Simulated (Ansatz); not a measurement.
**Run report: SiH5SF, geometry relaxation**

The run: geometry relaxation of SiH5SF. Method and program: RKS LDA/6-31G* (Ansatz 0.2.0).

It belongs to a series of runs on one base structure; here: end point B relaxed. Figures and captions count atoms from 1; the log counts them from 0 in places.

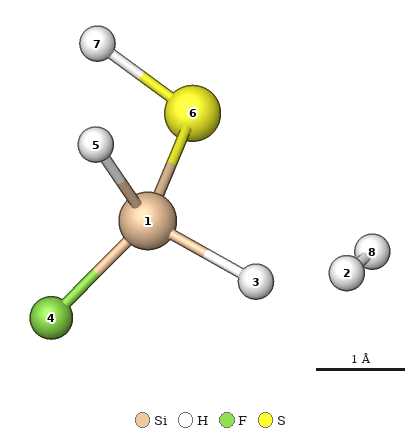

**Figure 1.** The input geometry (ball-and-stick view, seen at a tilt; atoms are numbered from 1 in the order of the input). Bond lengths as drawn: F–Si 1.61 Å, H–H 0.72 Å, H–S 1.36 Å, H–Si 1.49 to 1.50 Å and S–Si 2.15 Å.

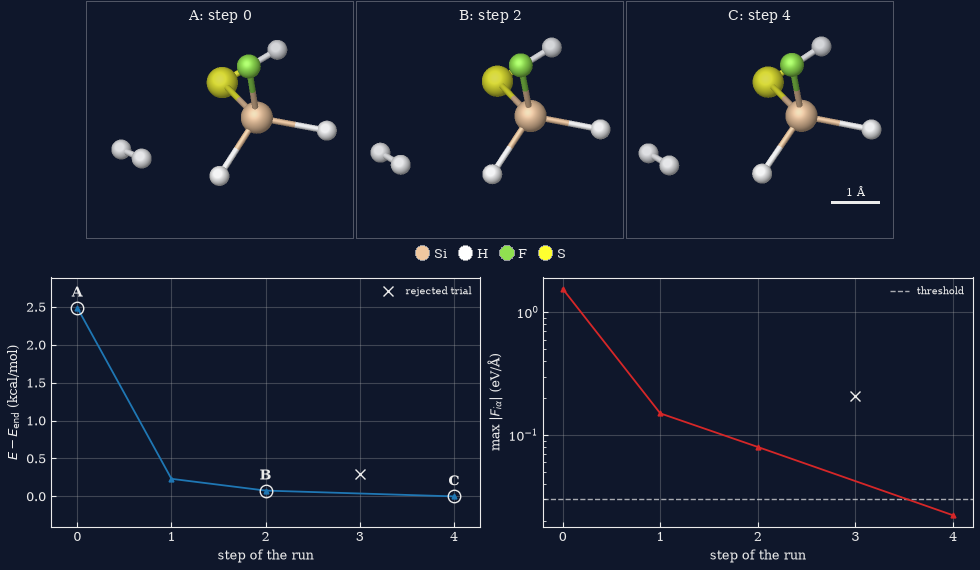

**Figure 2.** Frames of the relaxation (ball-and-stick view, seen at an oblique angle) above the curves, on which the letters mark them (the first geometry is step 0 here and step 1 in the log).

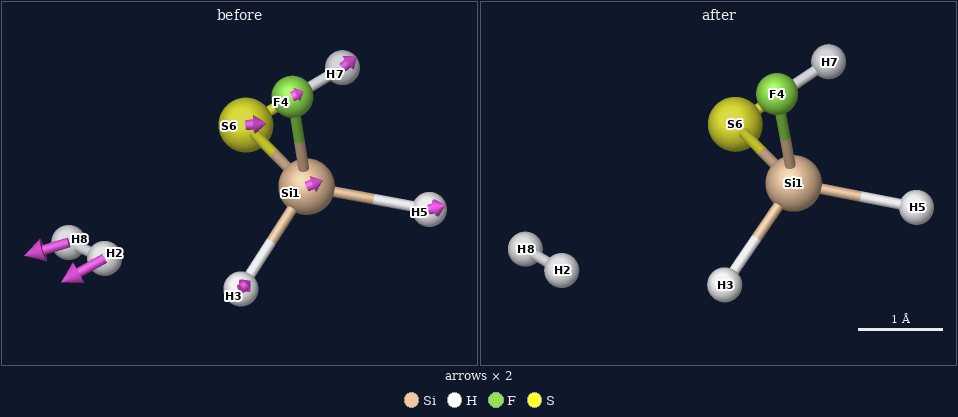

**Figure 3.** Before (left) and after (right) the relaxation, at one scale (ball-and-stick view, seen at an oblique angle). The pink arrows give the displacements, magnified 2 times. H2 moves most after the best rigid fit: 0.30 Å. By element the largest moves are H 0.30 Å, S 0.13 Å, Si 0.10 Å, F 0.08 Å. Among the contacts that change: H2–H8 0.721 → 0.768 Å, Si1–S6 2.147 → 2.121 Å. Among the angles that change: H3–Si1–S6 107.9° → 105.4°. Over 4 geometry steps the energy falls by 2.49 kcal/mol. Largest force component: 1.6 eV/Å at the start, 0.022 eV/Å at the end. The line search rejected the trial step at point 3 (counted from 0) and went back. (Atoms are counted from 1 in the order of the input.)

These pictures come from the run below.

### Input file
```yaml
crystal:
  periodic: [false, false, false]
  atoms:
    - { symbol: Si, position_ang: [-0.512143, -0.096592, -0.437496] }
    - { symbol: H, position_ang: [0.034107, 0.199469, 2.156167] }
    - { symbol: H, position_ang: [0.753467, -0.230135, 0.343907] }
    - { symbol: F, position_ang: [-0.530067, 1.351677, -1.138719] }
    - { symbol: H, position_ang: [-0.626848, -1.112253, -1.53162] }
    - { symbol: S, position_ang: [-2.155705, -0.375325, 0.915254] }
    - { symbol: H, position_ang: [-3.009158, -0.702406, -0.096378] }
    - { symbol: H, position_ang: [-0.391653, 0.218066, 2.737385] }
basis:
  gaussian: { orbitals: "6-31G*" }
hamiltonian:
  xc: lda
relax:
  f_tol: 0.03
  max_steps: 50
```

Launch command:
```bash
ansatz run input.yaml --threads 1 --pin off --max-ram 2048MiB --backend cpu --events-out ev --progress --plain --runs-dir out
```

### Log
```
The last accepted step is kept in [file] (removed where the run ends without a failure and the disk answers)
Engine: ansatz 0.2.0, aarch64-unknown-linux-gnu
Functional definition: SPW92
  exchange = slater_x
  correlation = pw_c
776 factors; their error is unknown
mean field evaluation 1: about -21421.8698 eV, gradient 3.0e1 eV
mean field evaluation 2: about -21418.5726 eV, gradient 5.7e1 eV
mean field evaluation 4: about -21423.6114 eV, gradient 2.6e0 eV
mean field evaluation 8: about -21423.6333 eV, gradient 3.4e-2 eV
mean field evaluation 16: about -21423.5781 eV, gradient 3.0e-5 eV
mean field -21423.57809244 eV, -787.3019734742 hartree, gradient 3.0e-5 eV, S^2 0.000000; 0 other end points of the search recorded, 0 dependent functions left out
the calculation of the forces begins
reference -21423.57812439 eV, -787.3019746484 hartree; 22, 22 occupied and 41, 41 virtual orbitals, 776 factors
relax step   1: F+E_penalty+E_count = -21423.57809244 eV  Δ(F+E_penalty+E_count) = +0.000e0 eV  max|allowed force component| = 1.554e0 eV/Å  Δτ_max = 0.0000 Å  (24 SCF iters, accepted)
these checks for a lower state are left out or cut short: starts, cluster_reference, orbital_swaps, neighbouring_geometries, increment
776 factors; their error is unknown
mean field -21423.67600991 eV, -787.3055718752 hartree, gradient 2.3e-5 eV, S^2 0.000000; 0 other end points of the search recorded, 0 dependent functions left out
the calculation of the forces begins
reference -21423.67604201 eV, -787.3055730548 hartree; 22, 22 occupied and 41, 41 virtual orbitals, 776 factors
relax step   2: F+E_penalty+E_count = -21423.67600991 eV  Δ(F+E_penalty+E_count) = -9.792e-2 eV  max|allowed force component| = 1.503e-1 eV/Å  Δτ_max = 0.1954 Å  (25 SCF iters, accepted)
these checks for a lower state are left out or cut short: starts, cluster_reference, orbital_swaps, neighbouring_geometries, increment
776 factors; their error is unknown
mean field -21423.68274962 eV, -787.3058195548 hartree, gradient 2.6e-5 eV, S^2 0.000000; 0 other end points of the search recorded, 0 dependent functions left out
the calculation of the forces begins
reference -21423.68278179 eV, -787.3058207372 hartree; 22, 22 occupied and 41, 41 virtual orbitals, 776 factors
relax step   3: F+E_penalty+E_count = -21423.68274962 eV  Δ(F+E_penalty+E_count) = -6.740e-3 eV  max|allowed force component| = 8.001e-2 eV/Å  Δτ_max = 0.0702 Å  (26 SCF iters, accepted)
these checks for a lower state are left out or cut short: starts, cluster_reference, orbital_swaps, neighbouring_geometries, increment
776 factors; their error is unknown
mean field evaluation 32: about -21423.7254 eV, gradient 3.4e-2 eV
mean field -21423.67303681 eV, -787.3054626157 hartree, gradient 2.2e-5 eV, S^2 0.000000; 0 other end points of the search recorded, 0 dependent functions left out
the calculation of the forces begins
reference -21423.67306902 eV, -787.3054637992 hartree; 22, 22 occupied and 41, 41 virtual orbitals, 776 factors
relax step   4: F+E_penalty+E_count = -21423.67303681 eV  Δ(F+E_penalty+E_count) = +9.713e-3 eV  max|allowed force component| = 2.078e-1 eV/Å  Δτ_max = 0.0860 Å  (26 SCF iters, rejected (line search))
these checks for a lower state are left out or cut short: starts, cluster_reference, orbital_swaps, neighbouring_geometries, increment
776 factors; their error is unknown
mean field -21423.68606928 eV, -787.3059415502 hartree, gradient 1.8e-5 eV, S^2 0.000000; 0 other end points of the search recorded, 0 dependent functions left out
the calculation of the forces begins
reference -21423.68610149 eV, -787.3059427338 hartree; 22, 22 occupied and 41, 41 virtual orbitals, 776 factors
relax step   5: F+E_penalty+E_count = -21423.68606928 eV  Δ(F+E_penalty+E_count) = -3.320e-3 eV  max|allowed force component| = 2.223e-2 eV/Å  Δτ_max = 0.0417 Å  (25 SCF iters, accepted)
776 factors; their error is unknown
mean field -21423.68606928 eV, -787.3059415502 hartree, gradient 1.8e-5 eV, S^2 0.000000; 1 other end points of the search recorded, 0 dependent functions left out
the calculation of the forces begins
reference -21423.68610149 eV, -787.3059427338 hartree; 22, 22 occupied and 41, 41 virtual orbitals, 776 factors
Total energy: -21423.68610149 eV, -787.3059427338 hartree
Atom 0 at    -0.551196    -0.119544    -0.531609 Å, force    -0.004235     0.007158     0.014241 eV/Å
Atom 1 at     0.180609     0.244632     2.412144 Å, force    -0.007924     0.000012     0.021805 eV/Å
Atom 2 at     0.681864    -0.254009     0.303097 Å, force    -0.000132     0.000521    -0.008416 eV/Å
Atom 3 at    -0.561112     1.340079    -1.206861 Å, force     0.000165    -0.005606    -0.007412 eV/Å
Atom 4 at    -0.631023    -1.120797    -1.641476 Å, force     0.011153    -0.000201    -0.003280 eV/Å
Atom 5 at    -2.171978    -0.425349     0.801870 Å, force    -0.017105    -0.015324    -0.022227 eV/Å
Atom 6 at    -3.071735    -0.699169    -0.187825 Å, force     0.001375     0.011359     0.015402 eV/Å
Atom 7 at    -0.313430     0.286659     2.999159 Å, force     0.016704     0.002081    -0.010112 eV/Å
Dipole moment:    -0.024333    -0.236454    -0.146329 e Å
```

### Trajectory as extended XYZ (Å, eV, eV/Å), 5 frames, from step=1 to step=5
```
8
Properties=species:S:1:pos:R:3:forces:R:3 step=1 energy=-21423.57809
Si   -0.5121   -0.0966   -0.4375   -0.3269  -0.0426   0.0334
H     0.0341    0.1995    2.1562    1.1479  -0.0100  -1.2417
H     0.7535   -0.2301    0.3439   -0.0036  -0.0053  -0.0025
F    -0.5301    1.3517   -1.1387    0.0095  -0.0126   0.0325
H    -0.6268   -1.1123   -1.5316   -0.0068  -0.0088   0.0073
S    -2.1557   -0.3753    0.9153    0.2299   0.0016  -0.3428
H    -3.0092   -0.7024   -0.0964   -0.0764  -0.0156  -0.0405
H    -0.3917    0.2181    2.7374   -0.9737   0.0933   1.5543
8
Properties=species:S:1:pos:R:3:forces:R:3 step=2 energy=-21423.67601
Si   -0.5371   -0.1091   -0.4917   -0.1102   0.0253   0.0126
H     0.1420    0.2331    2.3156    0.1184  -0.0001  -0.0738
H     0.7189   -0.2472    0.3081   -0.0466  -0.0136   0.0280
F    -0.5406    1.3517   -1.1662   -0.0003  -0.0372  -0.0134
H    -0.6406   -1.1203   -1.5884    0.0132  -0.0002  -0.0473
S    -2.1795   -0.3990    0.8324    0.1099  -0.0026  -0.0238
H    -3.0552   -0.7192   -0.1630   -0.0001   0.0083  -0.0327
H    -0.3459    0.2624    2.9018   -0.0843   0.0202   0.1503
8
Properties=species:S:1:pos:R:3:forces:R:3 step=3 energy=-21423.68275
Si   -0.5475   -0.1139   -0.5134   -0.0432   0.0419   0.0343
H     0.1721    0.2433    2.3782    0.0004   0.0007   0.0220
H     0.7025   -0.2527    0.2957   -0.0401  -0.0121   0.0265
F    -0.5477    1.3487   -1.1841   -0.0068  -0.0397  -0.0190
H    -0.6450   -1.1224   -1.6131    0.0092   0.0002  -0.0449
S    -2.1850   -0.4059    0.8109    0.0800  -0.0086  -0.0119
H    -3.0603   -0.7206   -0.1868   -0.0113   0.0105  -0.0127
H    -0.3270    0.2760    2.9612    0.0117   0.0070   0.0057
8
Properties=species:S:1:pos:R:3:forces:R:3 step=4 energy=-21423.67304 accepted=F
Si   -0.5578   -0.1234   -0.5366    0.1300  -0.0655   0.0887
H     0.1674    0.2363    2.3867    0.0232   0.0003   0.0077
H     0.6375   -0.2582    0.3519    0.1123   0.0292  -0.1429
F    -0.5741    1.3308   -1.2198    0.0000   0.0587   0.0086
H    -0.6139   -1.1114   -1.6643    0.0043   0.0038   0.0858
S    -2.1444   -0.4455    0.8218   -0.2078  -0.0263  -0.1940
H    -3.0480   -0.6691   -0.1802   -0.0599  -0.0044   0.1176
H    -0.3047    0.2930    2.9889   -0.0020   0.0042   0.0287
8
Properties=species:S:1:pos:R:3:forces:R:3 step=5 energy=-21423.68607
Si   -0.5512   -0.1195   -0.5316   -0.0042   0.0072   0.0142
H     0.1806    0.2446    2.4121   -0.0079   0.0000   0.0218
H     0.6819   -0.2540    0.3031   -0.0001   0.0005  -0.0084
F    -0.5611    1.3401   -1.2069    0.0002  -0.0056  -0.0074
H    -0.6310   -1.1208   -1.6415    0.0112  -0.0002  -0.0033
S    -2.1720   -0.4253    0.8019   -0.0171  -0.0153  -0.0222
H    -3.0717   -0.6992   -0.1878    0.0014   0.0114   0.0154
H    -0.3134    0.2867    2.9992    0.0167   0.0021  -0.0101
```

### Key numbers

- outcome: converged
- total energy: −21423.6861 eV
- mean-field energy: −21423.6861 eV
- largest force (length of the vector) at the end: 0.032 eV/Å
- hardware: 1 thread of Arm Neoverse V1, 24 GiB of memory available, shared host
- wall time: 7.8 s
- peak memory: 0.12 GiB
